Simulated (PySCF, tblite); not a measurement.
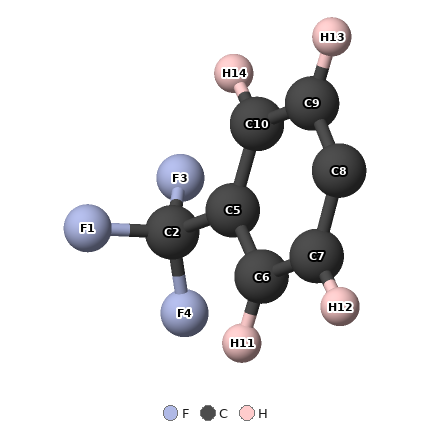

First-order isotropic EPR spectrum (fast tumbling, first derivative) of C₇H₄F₃, SMILES FC(F)(F)c1cc[c]cc1, doublet at 9.30 GHz, Lorentzian lines of 0.06 mT full width at half height, from computed g and hyperfine couplings (B3LYP/pcH-1 with PySCF, at a GFN2-xTB geometry (a minimum by its frequencies), gas phase); values of one conformer, averaged over methyl-type rotors alone; no vibrational averaging; dilute isotopes left out. The SMILES is one Lewis form and needn't show where the spin sits.

Give g and the hyperfine couplings.

g_iso = 2.0023, which centres the spectrum at 331.9 mT; it spans 5.3 mT.

```csv
nuclei,isotope,a (mT),a (MHz)
"H12, H13",¹H,2.02,56.6
"H11, H14",¹H,0.51,14.2
"F1, F3, F4",¹⁹F,−0.08,−2.3
```

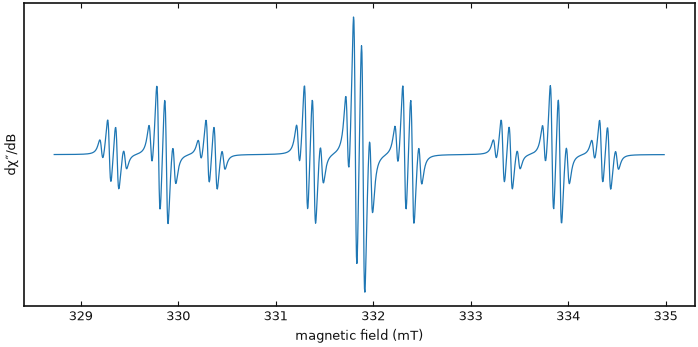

Note: the tight-binding geometry is rougher than a DFT one and adds to the error.
